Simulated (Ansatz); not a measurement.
# Al6Si (built on the sites of a database entry of SiB6): from the cell to its phonons

How does Al6Si (built on the sites of a database entry of SiB6) vibrate, and is this structure a minimum?

Program: Ansatz 0.2.0. Level of theory: DFT PBEsol, scalar-relativistic, plane waves, PAW. Results are calculated unless marked as measured.

The structure was built from a prototype and need not be the compound's stable phase.

## 1. Starting point

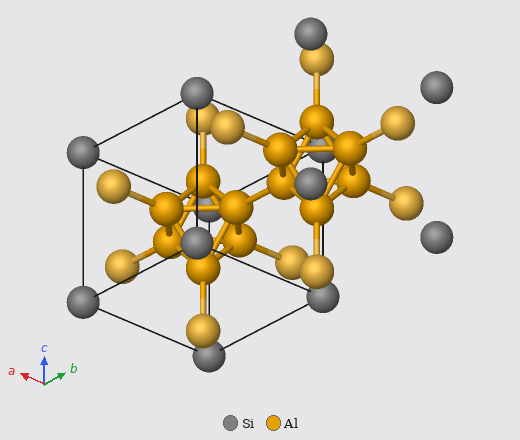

Start, viewed from a free direction; silicon grey, aluminium orange. 1×2×1 cells are drawn. Some periodic images of atoms are drawn too.

## 2. Rough relaxation

The start is far from rest, so a relaxation with loose tolerances brings it close first.

The input, input.yaml:

```yaml
crystal:
  lattice:
    - [5.23707, 0.0, 0.0]
    - [0.0, 5.23707, 0.0]
    - [0.0, 0.0, 5.23707]
  atoms:
    - { symbol: Si, position: [0.0, 0.0, 0.0] }
    - { symbol: Al, position: [0.21, 0.5, 0.5] }
    - { symbol: Al, position: [0.5, 0.21, 0.5] }
    - { symbol: Al, position: [0.79, 0.5, 0.5] }
    - { symbol: Al, position: [0.5, 0.79, 0.5] }
    - { symbol: Al, position: [0.5, 0.5, 0.21] }
    - { symbol: Al, position: [0.5, 0.5, 0.79] }
kpoints:
  mp_grid: { grid: [4, 4, 4] }
hamiltonian:
  xc: pbesol
scf:
  occupations: { method: gaussian, width: 0.1 }
output:
  forces: true
  stress: true
  eigenvalues: true
relax:
  adjacent_minimum: "off"
  f_tol: 0.05
  max_steps: 80
  cell: { stress_tol: 0.5 }
```

Started as:

```console
ansatz run input.yaml --threads 8 --pin off --max-ram 14336MiB --backend cpu --events-out ev --progress --plain --runs-dir out
```

Numbers of over 12 decimals in the logs are rounded to 6 here.

The log of the run:

```text
The last accepted step is kept in <dir> (removed where the run ends without a failure and the disk answers)
Engine: ansatz 0.2.0, aarch64-unknown-linux-gnu
Pseudopotentials: kind: paw
Pseudopotential: Si, paw, valence charge 4, recommended cutoff 420 eV (normal), Si.paw.azcp
Pseudopotential: Al, paw, valence charge 3, recommended cutoff 420 eV (normal), Al.paw.azcp
Functional definition: PBEsol
  exchange = pbesol_x
[...]
cell:  # Å, volume = 231.5958 Å³
    - [6.141063, 0, 0]
    - [0, 6.141063, 0]
    - [0, 0, 6.141063]
  atoms:
    - { symbol: Si, position: [2.0110958370947007e-19, 0, 4.731990204928672e-19] }
    - { symbol: Al, position: [0.197405, 0.5, 0.5] }
    - { symbol: Al, position: [0.5, 0.197405, 0.5] }
    - { symbol: Al, position: [0.802595, 0.5, 0.5] }
    - { symbol: Al, position: [0.5, 0.802595, 0.5] }
    - { symbol: Al, position: [0.5, 0.5, 0.197405] }
    - { symbol: Al, position: [0.5, 0.5, 0.802595] }
[key lines of the parts left out:]
SCF converged after 6 iterations
Free energy (F): -3760.326389 eV
Fermi energy:    1.577554 eV
P = ⅓ Tr σ = 0.0453 GPa (0.453 kbar)
```

Wall time 3.5 s (8 threads of Arm Neoverse V2, shared host); peak memory 0.6 GiB.

The steps of the relaxation:

```tsv
step	energy less that of the first step (eV)	largest force component (eV/Å)	pressure (GPa)	volume (Å³)
1	0.0000	8.1272	44.81	143.64
2	-5.7007	3.2587	22.44	165.75
3	-8.2945	1.1674	9.60	190.21
4	-9.1954	0.3573	2.55	214.37
5	-9.2956	0.1009	0.52	224.66
6	-9.3007	0.0131	-0.01	227.73
7*	-9.4837	0.0631	0.60	227.73
8	-9.4914	0.0084	0.04	231.60
9*	-9.4919	0.0083	0.05	231.60
```

Relaxation steps marked * repeat the geometry before them on a plane-wave basis chosen anew for their cell, so energy and pressure can jump there.

The run keeps the 48 symmetry operations that it works with, so distortions that break them were not tested.

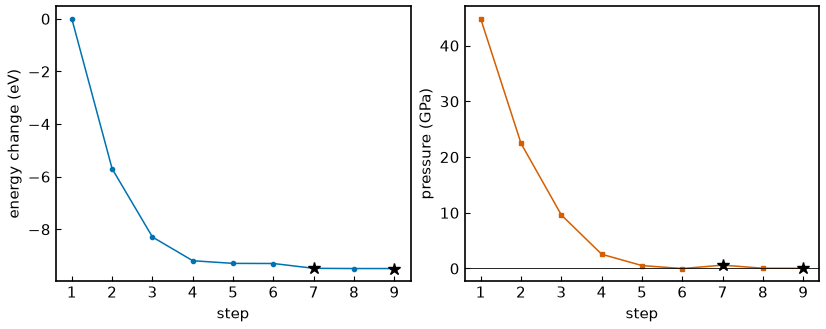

Energy and pressure along the relaxation. Stars mark steps on a basis chosen anew.

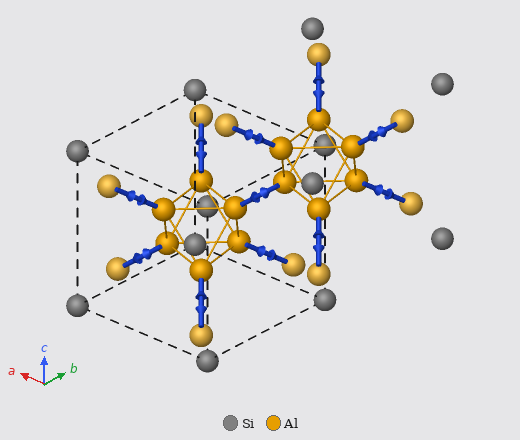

Displacements in the relaxation, exaggerated, measured against the changing cell; the longest in the cell stands for 0.08 Å. 1×2×1 cells are drawn. Some periodic images of atoms are drawn too.

```tsv
cell as run	before	after	change
a (Å)	5.237	6.141	+17.3 %
b (Å)	5.237	6.141	+17.3 %
c (Å)	5.237	6.141	+17.3 %
volume (Å³/atom)	20.52	33.09	+61.2 %
```

The atoms that moved most (Å, as changes of fractional coordinates times the final cell):

```tsv
atom	dx	dy	dz	length
Al4	0.077	0.000	0.000	0.077
Al5	0.000	0.077	0.000	0.077
Al7	0.000	0.000	0.077	0.077
Al2	-0.077	0.000	0.000	0.077
Al6	0.000	0.000	-0.077	0.077
Al3	0.000	-0.077	0.000	0.077
```

Numbers from this step:

```yaml
pressure: 0.04529 GPa
volume_per_atom: 33.09 Å³
gap_on_the_k_mesh: 0 eV
```

In this step the volume went from 20.52 to 33.09 Å³/atom.

## 3. Relaxation

Harmonic phonons are second derivatives at a point where the forces vanish, and they are wanted at zero stress, so atoms and cell are relaxed first.

The input, input.yaml:

```yaml
crystal:
  lattice:
    - [6.1410632963, 0.0, 0.0]
    - [0.0, 6.1410632963, 0.0]
    - [0.0, 0.0, 6.1410632963]
  atoms:
    - { symbol: Si, position: [0.0, 0.0, 0.0] }
    - { symbol: Al, position: [0.1974047068, 0.5, 0.5] }
    - { symbol: Al, position: [0.5, 0.1974047068, 0.5] }
    - { symbol: Al, position: [0.8025952932, 0.5, 0.5] }
    - { symbol: Al, position: [0.5, 0.8025952932, 0.5] }
    - { symbol: Al, position: [0.5, 0.5, 0.1974047068] }
    - { symbol: Al, position: [0.5, 0.5, 0.8025952932] }
kpoints:
  mp_grid: { grid: [6, 6, 6] }
hamiltonian:
  xc: pbesol
scf:
  occupations: { method: gaussian, width: 0.1 }
output:
  forces: true
  stress: true
  eigenvalues: true
relax:
  adjacent_minimum: "off"
  f_tol: 0.005
  max_steps: 80
  cell: { stress_tol: 0.05 }
```

The log of the run:

```text
[...]
Crystal: 7 atoms, lattice volume = 231.596 Å³
Basis set: ecut = 420 eV, 4553 PW (Γ), exchange–correlation on 90×90×90 points (8 copies of the dense FFT grid, shifted against one another)
Bands: 18, of which v1, the nominal top of the filled ones, is band 11 counted from 1 (10 counted from 0)
Symmetry: 48 space group operations
[...]
k-points: 20 of 216
[...]
cell:  # Å, volume = 232.1587 Å³
    - [6.146034, 0, 0]
    - [0.0, 6.146034, 0.0]
    - [0, 0.0, 6.146034]
  atoms:
    - { symbol: Si, position: [0, 0, 0.0] }
    - { symbol: Al, position: [0.197442, 0.5, 0.5] }
    - { symbol: Al, position: [0.5, 0.197442, 0.5] }
    - { symbol: Al, position: [0.802558, 0.5, 0.5] }
    - { symbol: Al, position: [0.5, 0.802558, 0.5] }
    - { symbol: Al, position: [0.5, 0.5, 0.197442] }
    - { symbol: Al, position: [0.5, 0.5, 0.802558] }
[key lines of the parts left out:]
SCF converged after 6 iterations
Free energy (F): -3760.407805 eV
Fermi energy:    1.633061 eV
P = ⅓ Tr σ = 0.0451 GPa (0.451 kbar)
```

Elapsed: 2.3 s, on 8 threads; peak memory 0.65 GiB.

Little changed from the start: no atom moved by 0.005 Å and no cell edge by 0.1 %.

Numbers from this step:

| Property | Result |
| --- | --- |
| pressure | 0.04506 GPa |
| volume per atom | 33.17 Å³ |

In this step the volume went from 33.09 to 33.17 Å³/atom.

## 4. Relaxing to small forces for the phonons

Phonons need a cell at rest on their own settings, so the relaxation is repeated with tight tolerances on forces and stress on the k mesh and occupations of the first response run.

The input, input.yaml:

```yaml
crystal:
  lattice:
    - [6.1460343176, 0.0, 0.0]
    - [0.0, 6.1460343176, 0.0]
    - [0.0, 0.0, 6.1460343176]
  atoms:
    - { symbol: Si, position: [0.0, 0.0, 0.0] }
    - { symbol: Al, position: [0.1974423522, 0.5, 0.5] }
    - { symbol: Al, position: [0.5, 0.1974423522, 0.5] }
    - { symbol: Al, position: [0.8025576478, 0.5, 0.5] }
    - { symbol: Al, position: [0.5, 0.8025576478, 0.5] }
    - { symbol: Al, position: [0.5, 0.5, 0.1974423522] }
    - { symbol: Al, position: [0.5, 0.5, 0.8025576478] }
kpoints:
  mp_grid: { grid: [6, 6, 6] }
hamiltonian:
  xc: pbesol
scf:
  occupations: { method: methfessel_paxton, width: 0.15 }
output:
  forces: true
  stress: true
  eigenvalues: true
relax:
  adjacent_minimum: "off"
  f_tol: 0.001
  max_steps: 60
  cell: { stress_tol: 0.01 }
```

The log of the run:

```text
[...]
Crystal: 7 atoms, lattice volume = 232.159 Å³
Basis set: ecut = 420 eV, 4553 PW (Γ), exchange–correlation on 90×90×90 points (8 copies of the dense FFT grid, shifted against one another)
Bands: 18, of which v1, the nominal top of the filled ones, is band 11 counted from 1 (10 counted from 0)
[... 1 set-up line as in the run before ...]
[...]
k-points: 20 of 216
[...]
cell:  # Å, volume = 232.4851 Å³
    - [6.148914, 0, 0]
    - [0, 6.148914, 0.0]
    - [0, 0.0, 6.148914]
  atoms:
    - { symbol: Si, position: [0, 0, 0] }
    - { symbol: Al, position: [0.197439, 0.5, 0.5] }
    - { symbol: Al, position: [0.5, 0.197439, 0.5] }
    - { symbol: Al, position: [0.802561, 0.5, 0.5] }
    - { symbol: Al, position: [0.5, 0.802561, 0.5] }
    - { symbol: Al, position: [0.5, 0.5, 0.197439] }
    - { symbol: Al, position: [0.5, 0.5, 0.802561] }
[key lines of the parts left out:]
SCF converged after 7 iterations
Free energy (F): -3760.391963 eV
Fermi energy:    1.624658 eV
P = ⅓ Tr σ = 0.0001 GPa (0.001 kbar)
```

Wall time 3.6 s (8 threads); peak memory 0.66 GiB; 25 s of CPU time.

Little changed from the start: no atom moved by 0.005 Å and no cell edge by 0.1 %.

This step gave:

```
pressure        : 1.50e-4 GPa
volume per atom : 33.21 Å³
```

The largest force component left is 0.32 meV/Å and the pressure is 0.000 GPa, within the tolerances set. The cell now holds 33.21 Å³/atom.

## 5. Linear response at the zone centre

The zone centre is the only wavevector solved here; it holds the modes that light can see, as far as symmetry allows. No field response is asked, since the mesh shows no gap.

The input, input.yaml:

```yaml
crystal:
  lattice:
    - [6.1489135354, 0.0, 0.0]
    - [0.0, 6.1489135354, 0.0]
    - [0.0, 0.0, 6.1489135354]
  atoms:
    - { symbol: Si, position: [0.0, 0.0, 0.0] }
    - { symbol: Al, position: [0.1974385139, 0.5, 0.5] }
    - { symbol: Al, position: [0.5, 0.1974385139, 0.5] }
    - { symbol: Al, position: [0.8025614861, 0.5, 0.5] }
    - { symbol: Al, position: [0.5, 0.8025614861, 0.5] }
    - { symbol: Al, position: [0.5, 0.5, 0.1974385139] }
    - { symbol: Al, position: [0.5, 0.5, 0.8025614861] }
kpoints:
  mp_grid: { grid: [6, 6, 6] }
hamiltonian:
  xc: pbesol
scf:
  occupations: { method: methfessel_paxton, width: 0.15 }
output:
  eigenvalues: true
phonons:
  method: dfpt
```

The log of the run:

```text
zone centre: on kpoints.mp_grid the ground state, and the responses unless they are solved on pairs of k-points, stand on 64 of the mesh's 216 k-points, reduced under 4 symmetry operations, with k and −k counted as one. Each operation leaves every solved displacement unchanged or reverses it
[...]
Crystal: 7 atoms, lattice volume = 232.485 Å³
Basis set: ecut = 420 eV, 4553 PW (Γ), exchange–correlation on 90×90×90 points (8 copies of the dense FFT grid, shifted against one another)
Bands: 18, of which v1, the nominal top of the filled ones, is band 11 counted from 1 (10 counted from 0)
[... 1 set-up line as in the run before ...]
k-points: 64 of 216 (irreducible under 4 space group operations, time reversal used)
[...]
SCF iter   1: F=—  HF=-3760.556670 eV  |F-HF|=—  |Δ(HF+E_count)|=         —  Δρ=1.06e-2  dr2=1.71e0  ethr=1.77e-3  ⟨swp⟩=7.5  Hψ=7407  notcnv=0
[...]
SCF iter  11: F=-3760.391963 eV  HF=-3760.391963 eV  |F-HF|=0.00e0  |Δ(HF+E_count)|=  1.32e-11  S|Δr|=    0.00e0  Δρ=2.96e-8  dr2=3.62e-12  ethr=1.00e-12  ⟨swp⟩=8.1  Hψ=5683  notcnv=0
SCF 1 converged in 11 iterations: F = -3760.391963 eV  dr2 = 3.62e-12
[...]
DFPT response loops at Γ: preconditioner auto → Kerker (q_TF=auto, 1.842 Å⁻¹) (partly filled bands, converged f_vac=0.000); β = 1.00, the filter's whole step (`scf.mixing.beta` (0.50) is not read by the response loops under this deck's `scf.mixing.preconditioner`; to damp them name `kerker` or `kerker_dos`, under which they read `scf.mixing.beta`, and type it under 1.00, their step now; both keys bind the ground state too); Broyden in place of MSR1
SCF converged after 11 iterations
[...]
Free energy (F): -3760.391963 eV
[...]
Internal energy: -3760.385059 eV  (E = F + TS)
E sigma→0 (E₀):  -3760.390237 eV
Entropy (-TS):   -0.006904 eV (-0.986 meV/atom)
Fermi energy:    1.624658 eV
[...]
--- Band table (eV; the first three rows and the last of 64) ---
  k-point 0: bands = [... 7 lower, -0.9496, 1.6768, 1.6768, 1.6768, 2.0752, 2.0752, 2.0752, 3.5808, ... 3 higher]
  k-point 1: bands = [... 7 lower, -0.6479, 1.3005, 1.3005, 1.7601, 2.0958, 2.2001, 2.2001, 3.3428, ... 3 higher]
  k-point 2: bands = [... 7 lower, 0.4181, 0.8205, 0.8205, 1.9034, 2.1388, 2.3419, 2.3419, 2.9912, ... 3 higher]
  k-point 63: bands = [... 7 lower, -0.2609, 1.5305, 1.5305, 1.5305, 2.6012, 2.6012, 2.6012, 3.8853, ... 3 higher]
--- Phonons (Γ-DFPT): 3 representative perturbations + reference, on 64 of 216 k-points (Σ response iterations 10) ---
  k mesh reduced under 4 symmetry operations, with k and −k counted as one. Each operation leaves every solved displacement unchanged or reverses it
  ASR residual: 2.265e-5 → 0.000e0 eV/Å²; symmetrization residual: 3.762e-7 eV/Å²
  ASR residual per site (eV/Å²): 1.33e-5 2.27e-5 2.27e-5 2.27e-5 2.27e-5 2.27e-5 2.27e-5
  Γ frequencies (cm⁻¹): -143.06 -143.06 -143.06 -69.61 -69.61 -69.61 0.00 0.00 0.00 165.43 165.43 165.43 232.02 232.02 232.02 304.93 304.93 304.93 445.68 445.68 553.47
  non-analytic LO–TO correction: not included (Born effective charges unavailable; polar crystals: no LO–TO splitting at Γ)
```

It took 12 s on 8 threads; peak memory 1.4 GiB.

In the SCF lines HF is the Harris–Foulkes energy and dr2 the Hartree energy of the density residual, in eV; the loop may stop once dr2 is under the threshold and the program's other checks hold. Hψ counts applications of the Hamiltonian.

Numbers from this step:

| Property | Result |
| --- | --- |
| sum-rule residual before enforcement | 2.27e-5 eV/Å² |
| point group | m-3m |
| highest optical mode at the zone centre (no LO-TO term) | 553.5 cm⁻¹ |
| lowest optical zone-centre mode | -143.1 cm⁻¹ |

Patterns of degenerate modes are one choice out of their space. Modes at Γ, with each element's share of the kinetic energy (negative means imaginary):

```tsv
mode	frequency (cm⁻¹)	symmetry	Si %	Al %
1	-143.1	T1u	85	15
2	-143.1	T1u	85	15
3	-143.1	T1u	85	15
4	-69.6	T1g	0	100
5	-69.6	T1g	0	100
6	-69.6	T1g	0	100
7	0.0	acoustic	15	85
8	0.0	acoustic	15	85
9	0.0	acoustic	15	85
10	165.4	T2u	0	100
11	165.4	T2u	0	100
12	165.4	T2u	0	100
13	232.0	T2g	0	100
14	232.0	T2g	0	100
15	232.0	T2g	0	100
16	304.9	T1u	0	100
17	304.9	T1u	0	100
18	304.9	T1u	0	100
19	445.7	Eg	0	100
20	445.7	Eg	0	100
21	553.5	A1g	0	100
```

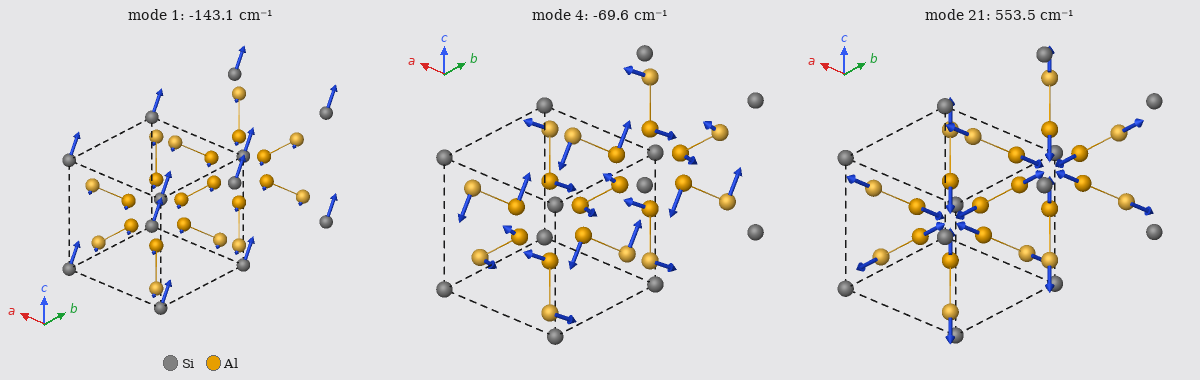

Displacement patterns of modes 1, 4 and 21 at Γ; arrows are exaggerated. 1×2×1 cells are drawn. Some periodic images of atoms are drawn too.

Before it was imposed, the acoustic sum rule was missed by 2.3e-5 eV/Å². Small misses are needed for a sound result but don't prove that mesh and cutoff are converged. The lowest optical mode is imaginary, 143.1i cm⁻¹, so the energy falls along it.

## 6. Another isotope

An isotope changes the mass and not the force constants, so no new electronic calculation is needed; the shifts show which modes move this element.

The same force constants with the mass of Si changed from 28.085 to 29.974 u (phonopy, no LO-TO term). Both lists are sorted by frequency; levels can cross, so a row need not hold one and the same mode. Modes under 3 cm⁻¹ are left out. Isotope shifts, by row:

```tsv
q	rank	natural mass (cm⁻¹)	changed mass (cm⁻¹)
0 0 0	1	-143.1	-139.2
0 0 0	2	-143.1	-139.2
0 0 0	3	-143.1	-139.2
0 0 0	4	-69.61	-69.61
0 0 0	5	-69.61	-69.61
0 0 0	6	-69.61	-69.61
0 0 0	10	165.4	165.4
0 0 0	11	165.4	165.4
0 0 0	12	165.4	165.4
0 0 0	13	232	232
0 0 0	14	232	232
0 0 0	15	232	232
0 0 0	16	304.9	304.9
0 0 0	17	304.9	304.9
0 0 0	18	304.9	304.9
0 0 0	19	445.7	445.7
0 0 0	20	445.7	445.7
0 0 0	21	553.5	553.5
```

A mode of this element alone would shift by -3.20 %. The highest zone-centre frequency without the field goes from 553.5 to 553.5 cm⁻¹ (+0.0 %).

## 7. Outcome

```json
{"space group after relaxation (within 0.01 Å)": "Pm-3m", "volume per atom": "33.2 Å³", "electronic character": "no gap on this mesh", "highest optical mode at the zone centre (no LO-TO term)": "553 cm⁻¹", "lowest optical zone-centre mode": "-143 cm⁻¹", "imaginary modes at Γ (the only wavevector solved)": "yes"}
```

What this shows: A zone-centre mode is imaginary (143.1i cm⁻¹), so this structure is not a minimum of the energy. The optical modes at Γ span -143 to 553 cm⁻¹ (negative means imaginary). The dispersion is not part of this account. The highest mode in this list at Γ, 553.5 cm⁻¹, is mostly motion of Al (100 % of the kinetic energy). With no gap, or one that is small against the smearing, the frequencies hang on the k mesh and the smearing, most of all near Kohn anomalies. The starting cell was built on a prototype and not taken from a measurement, so the phase need not exist. These are harmonic frequencies at zero temperature: anharmonic shifts, linewidths and thermal expansion are left out.

[Logs are printed without paths, hosts, clocks, repeated set-up lines and the standing remarks that a program may print on its own settings, such as how far it seeks lower states.]

[Hosts, paths, dates, database ids (printed as entryN), source tags and the programs' standing remarks are cut or masked in the printed files.]
